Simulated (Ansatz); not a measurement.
## BaTlI3 (cubic perovskite) (Pm-3m): how G0W0 depends on its starting point

How much of the starting functional survives in the G0W0 gap of BaTlI3 (cubic perovskite) (Pm-3m)?

Program: Ansatz 0.2.0. Level of theory: G0W0 on several functionals, plane waves, PAW. Results are calculated unless marked as measured.

The structure was built from a prototype and need not be the compound's stable phase.

In doubt: masses and optical values from hybrid runs of this build are listed as unsure (step 4), which bears on the screening that GW takes from such a start.

**1. Set-up**

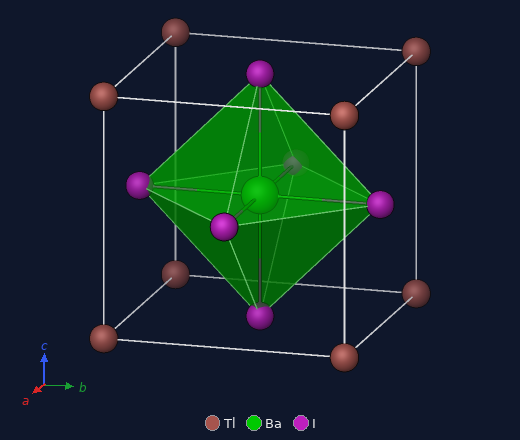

The starting structure, seen slightly off an axis (thallium brown, barium green, iodine pink). Some periodic images of atoms are drawn too.

Structure file:

```cif
data_structure
_symmetry_space_group_name_H-M 'Pm-3m'
_symmetry_Int_Tables_number 221
_cell_length_a 6.5717
_cell_length_b 6.5717
_cell_length_c 6.5717
_cell_angle_alpha 90.000
_cell_angle_beta 90.000
_cell_angle_gamma 90.000
_cell_volume 283.82
loop_
_atom_site_label
_atom_site_type_symbol
_atom_site_symmetry_multiplicity
_atom_site_Wyckoff_symbol
_atom_site_fract_x
_atom_site_fract_y
_atom_site_fract_z
_atom_site_occupancy
Tl1 Tl 1 a 0.00000 0.00000 0.00000 1
Ba1 Ba 1 b 0.50000 0.50000 0.50000 1
I1 I 3 c 0.50000 0.50000 0.00000 1
```

The structure was relaxed with PBEsol. The structure type comes from a generator and need not be one that this composition takes. The runs that relaxed it are not among those shown. Spin-orbit coupling is left out unless a step names it. The default PAW set here is soft_2. Its files were made with PBE.

**2. G0W0 on PBEsol**

Now the one-shot GW correction: screening in the RPA, then the self-energy of the levels asked for.

This step: G0W0 on PBEsol, plane waves, PAW.

input.yaml

```yaml
crystal:
  lattice:
    - [6.5717449587, 0.0, 0.0]
    - [0.0, 6.5717449587, 0.0]
    - [0.0, 0.0, 6.5717449587]
  atoms:
    - { symbol: Tl, position: [0.0, 0.0, 0.0] }
    - { symbol: Ba, position: [0.5, 0.5, 0.5] }
    - { symbol: I, position: [0.5, 0.5, 0.0] }
    - { symbol: I, position: [0.5, 0.0, 0.5] }
    - { symbol: I, position: [0.0, 0.5, 0.5] }
kpoints:
  mp_grid: { grid: [2, 2, 2] }
hamiltonian:
  xc: pbesol
scf:
  occupations: { method: fixed }
gw:
  n_empty_bands: 847
  ecut_chi: 120.0
  qp_bands: [v2, c2]
  qp_kpoints: band_edges
  screening: { model: contour_deformation }
```

Run with:

```sh
$ ansatz run input.yaml --threads 4 --pin off --max-ram 17510MiB --backend cpu --events-out ev --progress --plain --runs-dir out
```

Numbers of over 12 decimals in the logs are rounded to 6 here.

Log:

```text
Engine: ansatz 0.2.0, aarch64-unknown-linux-gnu
Pseudopotentials: kind: paw
Pseudopotential: Tl, paw, valence charge 13, recommended cutoff 420 eV (normal), Tl.paw.azcp
Pseudopotential: Ba, paw, valence charge 10, recommended cutoff 420 eV (normal), Ba.paw.azcp
Pseudopotential: I, paw, valence charge 17, recommended cutoff 420 eV (normal), I.paw.azcp
Functional definition: PBEsol
  exchange = pbesol_x
  correlation = pbesol_c
Crystal: 5 atoms, lattice volume = 283.819 Å³
Basis set: ecut = 420 eV, 5497 PW (Γ)
Bands: 45, of which v1, the nominal top of the filled ones, is band 37 counted from 1 (36 counted from 0)
Symmetry: 48 space group operations
Space group: Pm-3m (ITA 221), of the structure as read, at distance tolerance 6.6e-5 Å
k-points: 4 of 8
Non-local potential: Tl, projectors of the file, l = 0: 2, l = 1: 2, l = 2: 2, l = 3: 1
Non-local potential: Ba, projectors of the file, l = 0: 3, l = 1: 2, l = 2: 2, l = 3: 2
Non-local potential: I, projectors of the file, l = 0: 2, l = 1: 2, l = 2: 2, l = 3: 2
PAW form: soft (Blöchl's): semilocal exchange-correlation on the pseudo side does not see the compensation charge
PAW frozen core: Tl, regenerated for the run's functional, and the local potential with it (the file was generated under x = pbe(κ = 0.804, μ = 0.219515), c = pbe(β = 0.066725))
PAW frozen core: Ba, regenerated for the run's functional, and the local potential with it (the file was generated under x = pbe(κ = 0.804, μ = 0.219515), c = pbe(β = 0.066725))
PAW frozen core: I, regenerated for the run's functional, and the local potential with it (the file was generated under x = pbe(κ = 0.804, μ = 0.219515), c = pbe(β = 0.066725))
PAW one-centre angular grid: Tl, 590 points (default); XC on 64 Gauss nodes
PAW one-centre angular grid: Ba, 194 points (default); XC on 64 Gauss nodes
PAW one-centre angular grid: I, 590 points (default); XC on 64 Gauss nodes
Initial density: superposition of atomic densities (neutral atoms: chi_scale 0, normalization atom), corrected by the library's trained network
Initial wavefunctions: pseudopotential atomic-orbital guess
Functional: x = pbesol(κ = 0.804, μ = 0.123457), c = pbesol(β = 0.046)
SCF iter   1: F=—  HF=-39460.263255 eV  |F-HF|=—  |Δ(HF+E_count)|=         —  Δρ=1.56e-3  dr2=1.19e-2  ethr=1.77e-3  ⟨swp⟩=4.8  Hψ=655  notcnv=0  defer=20
preconditioner: auto → Resta (q_TF=auto, 2.181 Å⁻¹)  ε∞=2.7  [insulator: Δε(μ)=2.499 eV  Ē_g=10.874 eV  n_scr=56 (ndim 8)  ℏωp=14.3 eV  f_vac=0.208  ε∞_Penn≈2.7]
SCF iter   2: F=—  HF=-39460.258182 eV  |F-HF|=—  |Δ(HF+E_count)|=   5.07e-3  Δρ=9.16e-4  dr2=4.26e-3  ethr=1.61e-5  ⟨swp⟩=3.0  Hψ=382  notcnv=0  defer=21
SCF iter   3: F=—  HF=-39460.257489 eV  |F-HF|=—  |Δ(HF+E_count)|=   6.94e-4  Δρ=4.09e-4  dr2=4.61e-4  ethr=5.75e-6  ⟨swp⟩=3.2  Hψ=346  notcnv=0  defer=20
SCF iter   4: F=—  HF=-39460.257250 eV  |F-HF|=—  |Δ(HF+E_count)|=   2.39e-4  Δρ=1.57e-4  dr2=7.67e-5  ethr=6.23e-7  ⟨swp⟩=2.0  Hψ=319  notcnv=0  defer=20
SCF iter   5: F=—  HF=-39460.257267 eV  |F-HF|=—  |Δ(HF+E_count)|=   1.71e-5  Δρ=3.25e-5  dr2=3.63e-6  ethr=1.04e-7  ⟨swp⟩=2.0  Hψ=310  notcnv=0  defer=20
SCF iter   6: F=—  HF=-39460.257270 eV  |F-HF|=—  |Δ(HF+E_count)|=   3.48e-6  Δρ=6.42e-6  dr2=1.17e-7  ethr=4.91e-9  ⟨swp⟩=2.5  Hψ=310  notcnv=0  defer=20
SCF iter   7: F=-39460.257271 eV  HF=-39460.257271 eV  |F-HF|=6.01e-9  |Δ(HF+E_count)|=   2.84e-7  Δρ=9.28e-7  dr2=2.57e-9  ethr=1.35e-10  ⟨swp⟩=14.2  Hψ=925  notcnv=0
SCF 1 converged in 7 iterations: F = -39460.257271 eV  dr2 = 2.57e-9
  greatest PAW one-centre occupation: 0.999 electrons in one spin orbital (limit 2), on the I atom at site 3 (counted from 0), in its partial waves of l = 2
NSCF: frozen V_eff on 4 k-points
G₀W₀ screening: q 1/4
[... further progress lines ...]
SCF converged after 7 iterations
Free energy (F): -39460.257271 eV
Harris-Foulkes:  -39460.257271 eV  (|F-HF|=6.01e-9)
Internal energy: -39460.257271 eV  (E = F + TS)
E sigma→0 (E₀):  -39460.257271 eV
Fermi energy:    2.277357 eV
--- Per-component energies (eV) ---
  E_band       = -1441.973157
  E_kinetic    = 1066.552065
  E_local      = -8958.308063  (includes V_loc(G=0)·N_el)
  E_nonlocal   = 113.820711
  E_hartree    = 4278.940818
  E_xc         = -775.407367
  E_vxc        = -660.147450  (∫ρ·V_xc dr)
  E_paw        = -29367.556805  (= ΣΔE_a)
  E_vpaw       = -1561.772558  (= ΣTr[D̂ρ^β])
  E_aug_tail   = 0.000073  (compensation charges beyond the density's cutoff)
  E_ewald      = -5819.724827
  E_core_change = 1.426124  (= ΣΔE_core)
  E_smearing   = -0.000000  (= −TS)
  E_closure    = -0.000000  (closes the sum)
  Σ components = -39460.257271   (vs F -39460.257271, Δ=0.00e0)
--- Band table (eV) ---
  k-point 0: bands = [... 33 lower, 1.8178, 2.0754, 2.0754, 2.0754, 5.5890, 5.5890, 5.5890, 6.2081, ... 4 higher]
  k-point 1: bands = [... 33 lower, 1.6012, 1.7328, 2.0296, 2.0296, 4.6913, 5.3098, 5.3098, 6.2870, ... 4 higher]
  k-point 2: bands = [... 33 lower, 1.5355, 1.5355, 1.7567, 2.2737, 5.0014, 5.2151, 5.2151, 7.4278, ... 4 higher]
  k-point 3: bands = [... 33 lower, 0.8741, 2.2774, 2.2774, 2.2774, 5.5453, 5.5453, 5.5453, 8.0434, ... 4 higher]
--- G₀W₀: contour deformation, 6 samples at zero and on the imaginary axis and 1 off it, 8 q-points, 847 empty bands' worth ---
  eigenvalues of the whole cell's RPA ε∞ on this k-mesh (on a slab, of 1 + 4πα/V) = 3.7082, 3.7082, 3.7082; static W/v taken at q = 0 is 0.269672
  bands read: the sum over 884 bands ends inside a degenerate multiplet in 2 slots, whose members it reads at an even weight; the widest, k=0: bands 884 to 886 (counted from 1) at 1/3 each
  gw.qp_kpoints: band_edges: 4 of 4 stored k-points solved, in 1 pass; an edge of the gap read off the rows below is read off those points alone
    ik  band        ε_KS         Σx   Σc(E_QP)       V_xc       Z   E_QP_lin       E_QP  E_QP is
     0    36      2.0754   -17.6841     1.8261   -14.7110  0.7555     0.8878     0.9285  root
     0    37      2.0754   -17.6841     1.8261   -14.7110  0.7555     0.8878     0.9285  root
     0    38      5.5890    -5.6493    -3.4071    -9.7413  0.7627     6.2926     6.2739  root
     0    39      5.5890    -5.6493    -3.4071    -9.7413  0.7627     6.2926     6.2739  root
     1    36      2.0296   -17.5957     1.8639   -14.5748  0.7532     0.8297     0.8726  root
     1    37      2.0296   -17.5957     1.8639   -14.5748  0.7532     0.8297     0.8726  root
     1    38      4.6913    -4.4605    -3.0788    -8.0822  0.7940     5.2417     5.2342  root
     1    39      5.3098    -5.2606    -3.2683    -9.1753  0.7743     5.9702     5.9562  root
     2    36      1.7567   -17.9002     1.9281   -14.7994  0.7550     0.5398     0.5840  root
     2    37      2.2737   -17.1957     1.8224   -14.2248  0.7503     1.0831     1.1252  root
     2    38      5.0014    -4.5298    -3.1813    -8.3309  0.7848     5.6324     5.6211  root
     2    39      5.2151    -5.6530    -3.1875    -9.4413  0.7776     5.8271     5.8160  root
     3    36      2.2774   -17.1958     1.8143   -14.2342  0.7504     1.0882     1.1301  root
     3    37      2.2774   -17.1958     1.8143   -14.2342  0.7504     1.0882     1.1301  root
     3    38      5.5453    -5.7356    -3.3809    -9.7851  0.7651     6.2309     6.2139  root
     3    39      5.5453    -5.7356    -3.3809    -9.7851  0.7651     6.2309     6.2139  root
```

Elapsed: 2.3 min, on 4 threads of Arm Neoverse V2, shared host; peak memory 5.6 GiB; 9.3 min of CPU time.

Numbers from this step:

```yaml
bands_summed: 884
rpa_eps_infinity_on_this_mesh_eigenvalues: 3.708, 3.708, 3.708
plane_waves_in_the_screening_matrix: 847
q_points_in_the_mesh: 8
g0w0_gap_on_the_mesh: 4.104 eV
k_of_the_valence_top: -0.5, -0.5, -0.5
k_of_the_conduction_bottom: 0, 0, -0.5
starting_gap_on_the_mesh: 2.414 eV
z_at_the_valence_top: 0.7504
z_at_the_conduction_bottom: 0.7940
least_direct_g0w0_gap_on_the_computed_points: 4.362 eV
```

The gap on the mesh goes from 2.41 eV to 4.10 eV, a correction of +1.69 eV. Between the two edge states, bare exchange in place of the xc potential would open the gap by 6.58 eV, and correlation takes back 4.89 eV.

**3. G0W0 on r2SCAN**

The same correction from a different start measures what one shot leaves open.

This step: G0W0 on r2SCAN, plane waves, PAW.

Edit input.yaml of step 2 so:

```diff
@@ -14,3 +14,3 @@
 hamiltonian:
-  xc: pbesol
+  xc: r2scan
 scf:
```

Log:

```text
[...]
Crystal: 5 atoms, lattice volume = 283.819 Å³
Basis set: ecut = 500 eV, 7123 PW (Γ), exchange–correlation on 192×192×192 points (64 copies of the dense FFT grid, shifted against one another)
Bands: 45, of which v1, the nominal top of the filled ones, is band 37 counted from 1 (36 counted from 0)
[... 1 set-up line as in the run before ...]
[...]
k-points: 4 of 8
[...]
SCF iter   1: F=—  HF=-40013.490277 eV  |F-HF|=—  |Δ(HF+E_count)|=         —  Δρ=3.29e-3  dr2=3.65e-2  dr2_τ=6.14e-3  ethr=1.77e-3  ⟨swp⟩=4.8  Hψ=659  notcnv=0  defer=21
[...]
SCF iter   7: F=-40013.538046 eV  HF=-40013.538046 eV  |F-HF|=5.91e-9  |Δ(HF+E_count)|=   4.98e-7  Δρ=1.79e-6  dr2=9.01e-9  dr2_τ=7.83e-10  ethr=1.35e-10  ⟨swp⟩=14.8  Hψ=837  notcnv=0
SCF 1 converged in 7 iterations: F = -40013.538046 eV  dr2 = 9.01e-9
[...]
NSCF: frozen V_eff on 4 k-points
G₀W₀ screening: q 1/4
[... further progress lines ...]
SCF converged after 7 iterations
Free energy (F): -40013.538046 eV
[...]
Internal energy: -40013.538046 eV  (E = F + TS)
E sigma→0 (E₀):  -40013.538046 eV
Fermi energy:    2.056297 eV
[...]
--- Band table (eV) ---
  k-point 0: bands = [... 33 lower, 1.5904, 1.8587, 1.8587, 1.8587, 5.7981, 5.7981, 5.7981, 6.5562, ... 4 higher]
  k-point 1: bands = [... 33 lower, 1.3822, 1.5075, 1.8093, 1.8093, 4.9091, 5.5143, 5.5143, 6.6416, ... 4 higher]
  k-point 2: bands = [... 33 lower, 1.3224, 1.3224, 1.5419, 2.0528, 5.2073, 5.4156, 5.4156, 7.8092, ... 4 higher]
  k-point 3: bands = [... 33 lower, 0.6698, 2.0563, 2.0563, 2.0563, 5.7495, 5.7495, 5.7495, 8.4933, ... 4 higher]
[...]
0    36      1.8587   -17.7126     1.6897   -14.9041  0.7776     0.7099     0.7399  root
     0    37      1.8587   -17.7126     1.6897   -14.9041  0.7776     0.7099     0.7399  root
     0    38      5.7981    -5.5456    -3.2082    -9.4804  0.7894     6.5407     6.5246  root
     0    39      5.7981    -5.5456    -3.2082    -9.4804  0.7894     6.5407     6.5246  root
     1    36      1.8093   -17.6211     1.7179   -14.7776  0.7758     0.6523     0.6837  root
     1    37      1.8093   -17.6211     1.7179   -14.7776  0.7758     0.6523     0.6837  root
     1    38      4.9091    -4.4254    -2.9185    -7.8962  0.8147     5.4677     5.4615  root
     1    39      5.5143    -5.1732    -3.0854    -8.9402  0.7989     6.2081     6.1960  root
[...]
3    36      2.0563   -17.1852     1.6580   -14.4269  0.7737     0.9263     0.9561  root
     3    37      2.0563   -17.1852     1.6580   -14.4269  0.7737     0.9263     0.9561  root
     3    38      5.7495    -5.6375    -3.1834    -9.5279  0.7914     6.4710     6.4565  root
     3    39      5.7495    -5.6375    -3.1834    -9.5279  0.7914     6.4710     6.4565  root
```

Wall time 2.8 min (4 threads); peak memory 7.1 GiB; 11 min of CPU time.

This step gave:

```
bands summed                                 : 884
RPA ε∞ on this mesh (eigenvalues)            : 3.204, 3.204, 3.204
plane waves in the screening matrix          : 847
q-points in the mesh                         : 8
G0W0 gap on the mesh                         : 4.505 eV
k of the valence top                         : -0.5, -0.5, -0.5
k of the conduction bottom                   : 0, 0, -0.5
starting gap on the mesh                     : 2.853 eV
Z at the valence top                         : 0.7737
Z at the conduction bottom                   : 0.8147
least direct G0W0 gap on the computed points : 4.778 eV
```

Against the run with 2×2×2 mesh, 847 empty bands, screening to 120 eV on PBEsol, the gap moves by +0.40 eV, while the start moved by +0.44 eV.

**4. G0W0 on HSE06**

This step: G0W0 on HSE06, plane waves, PAW.

Edit input.yaml of step 3 so:

```diff
@@ -14,3 +14,3 @@
 hamiltonian:
-  xc: r2scan
+  xc: hse06
 scf:
```

Log:

```text
[...]
davidson cushion auto → on  (no smearing: the cushion is to keep the highest requested band from converging to the state above it; pin scf.eigensolver.cushion to override)
Crystal: 5 atoms, lattice volume = 283.819 Å³
Basis set: ecut = 420 eV, 5497 PW (Γ)
Bands: 45, of which v1, the nominal top of the filled ones, is band 37 counted from 1 (36 counted from 0)
[... 1 set-up line as in the run before ...]
[...]
k-points: 4 of 8
[...]
1    38      5.0753    -4.2203    -2.7955    -7.4365  0.8328     5.4987     5.4960  root
     1    39      5.7225    -4.9296    -2.9290    -8.3880  0.8201     6.2573     6.2519  root
[...]
3    36      1.7263   -17.2113     1.4828   -14.8306  0.7920     0.8138     0.8285  root
     3    37      1.7263   -17.2113     1.4828   -14.8306  0.7920     0.8138     0.8285  root
     3    38      5.9790    -5.3970    -3.0158    -8.9630  0.8138     6.5355     6.5292  root
     3    39      5.9790    -5.3970    -3.0158    -8.9630  0.8138     6.5355     6.5292  root
[key lines of the parts left out:]
Free energy (F): -39960.904894 eV
Fermi energy:    1.726294 eV
```

It took 10 min on 4 threads; peak memory 4 GiB; 39 min of CPU time.

This step gave:

```yaml
bands_summed: 884
rpa_eps_infinity_on_this_mesh_eigenvalues: 2.976, 2.976, 2.976
plane_waves_in_the_screening_matrix: 847
g0w0_gap_on_the_mesh: 4.668 eV
k_of_the_valence_top: -0.5, -0.5, -0.5
k_of_the_conduction_bottom: 0, 0, -0.5
starting_gap_on_the_mesh: 3.349 eV
least_direct_g0w0_gap_on_the_computed_points: 4.940 eV
```

Against the run with 2×2×2 mesh, 847 empty bands, screening to 120 eV on r2SCAN, the gap moves by +0.16 eV, while the start moved by +0.50 eV.

**5. Side by side**

All on the 2×2×2 mesh with 847 empty bands and screening to 120 eV. Times are wall times on 4 threads of Arm Neoverse V2, shared host, good to a factor of about two.

```csv
start,starting gap (eV),shift (eV),G0W0 gap (eV),RPA ε∞ (harmonic mean),"Z (valence, conduction)",time
PBEsol,2.41,+1.69,4.10,3.71,"0.75, 0.79",2.3 min
r2SCAN,2.85,+1.65,4.51,3.20,"0.77, 0.81",2.8 min
HSE06,3.35,+1.32,4.67,2.98,"0.79, 0.83",10 min
```

The parts of the quasiparticle energy at the two band edges (eV; QP = start + Σx + Σc − Vxc):

```csv
run,edge,start,Σx,Σc,Vxc,Z,QP
PBEsol,valence top,2.28,-17.20,1.81,-14.23,0.75,1.13
PBEsol,conduction bottom,4.69,-4.46,-3.08,-8.08,0.79,5.23
r2SCAN,valence top,2.06,-17.19,1.66,-14.43,0.77,0.96
r2SCAN,conduction bottom,4.91,-4.43,-2.92,-7.90,0.81,5.46
HSE06,valence top,1.73,-17.21,1.48,-14.83,0.79,0.83
HSE06,conduction bottom,5.08,-4.22,-2.80,-7.44,0.83,5.50
```

For a hybrid start, Vxc holds its share of exact exchange.

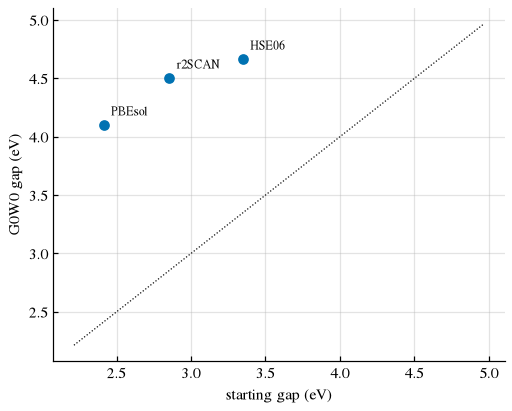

G0W0 gap against starting gap; on the dotted line the correction would vanish.

**6. What came out**

| Item | Value |
| --- | --- |
| G0W0@PBEsol | 4.10 eV (start 2.41 eV) |
| G0W0@r2SCAN | 4.51 eV (start 2.85 eV) |
| G0W0@HSE06 | 4.67 eV (start 3.35 eV) |
| known limits | not at the basis limit; no spin-orbit coupling; coarse k mesh |

In words: The starting gaps span 0.94 eV and the G0W0 gaps 0.56 eV. Between PBEsol and HSE06, 0.56 eV of the 0.94 eV survives, 60 %. HSE06 screens less than PBEsol (ε∞ 2.98 against 3.71). Of the 0.56 eV by which its G0W0 gap is higher, the correlation part gives +0.61 eV, and exchange with the one-particle terms, which follow the orbitals, −0.05 eV. The smallest correction, +1.32 eV, is on HSE06, the start nearest to reproducing itself. Bands and cutoff are finite, so the gap is not at the basis limit. The miss can reach some tenths of an eV and take either sign; the mesh is an error of its own. The 2×2×2 mesh is coarse for this cell (its supercell is 13 Å along the shortest edge). The RPA ε∞ on it, from the PBEsol start, is 3.71; such meshes misread the long-range screening, most where the gap is narrow. Where an edge is built on 6p states of lead, bismuth or thallium, scalar-relativistic gaps usually stand too wide, by a few tenths to over one eV. This is the ideal cubic cell; many perovskites, halides above all, are cubic only on average, and local tilts or off-centring can widen the gap. The many-body steps are scalar-relativistic: spin-orbit coupling is not in them.

[Paths, hosts, dates, memory and timing lines, banners, echoed tables and standing remarks are left out of the program output.]

[Logs are printed without paths, hosts, clocks, repeated set-up lines and the standing remarks that a program may print on its own settings, such as how far it seeks lower states.]

[Runs of the session that timed out or met a known fault of the program may be left out.]

[Cells called generated may have been cut or substituted from an entry of the Crystallography Open Database or the Materials Project.]

[Hosts, paths, dates, database ids (printed as entryN), source tags and the programs' standing remarks are cut or masked in the printed files.]
